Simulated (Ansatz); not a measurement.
```xyz
9

Ga   -0.7515    1.1596   -0.9010
C     0.4946   -0.2543   -0.3312
C     0.4069   -0.8005    1.0371
O    -0.1021   -1.5355   -0.0417
H    -0.2788    2.3188   -1.8479
H    -2.2166    1.0832   -0.3473
H     1.4751   -0.3520   -0.7976
H    -0.3347   -0.4146    1.7346
H     1.3072   -1.2047    1.4950
```

Geometry: PBE0-D4/def2-TZVP.

All numbers below come from RKS PBE0-D4/def2-TZVPP (Ansatz 0.2.0).

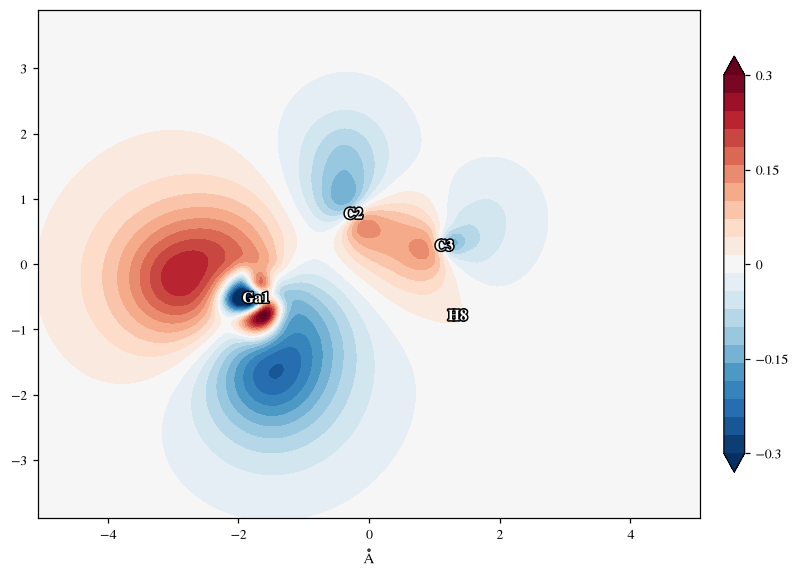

C2H5GaO. The HOMO−1 on the plane of atoms Ga1, C2 and C3 (values in Å⁻³ᐟ²; the overall sign is arbitrary).

Question: Where does this orbital lie, and at what energy?

Answer: Its weight (Hirshfeld) is mainly on Ga1 (about 35 %), H6 (about 30 %) and H5 (about 25 %). Its energy is −8.57 eV.
